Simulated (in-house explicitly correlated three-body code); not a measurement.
Two electrons around a point charge Z = 19.958. Computed variationally in 260 exponentially correlated functions with an in-house code, non-relativistic, converged to about 10⁻⁸ of the energy. Wanted, and plotted below: the distribution of the distance r₁₂ between the electrons in the ground state (one pair, times 4πr₁₂²) and its difference from that of the Kohn-Sham determinant with the same density, the Coulomb hole.

The pair density peaks near r₁₂ = 0.086 bohr, and ⟨r₁₂⟩ = 0.1122 bohr. Correlation takes weight from short distances: the hole is deepest (−0.086 bohr⁻¹) near 0.044 bohr and first changes sign near 0.088 bohr, moving 0.44 % of the pair outwards. The mean cosine of the angle between the electrons is −0.00667, and the density-functional correlation energy is −46.15 millihartree.

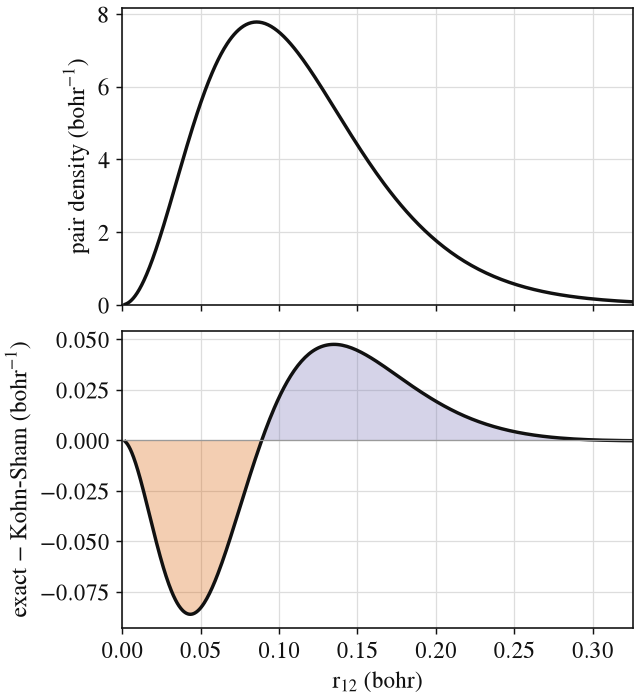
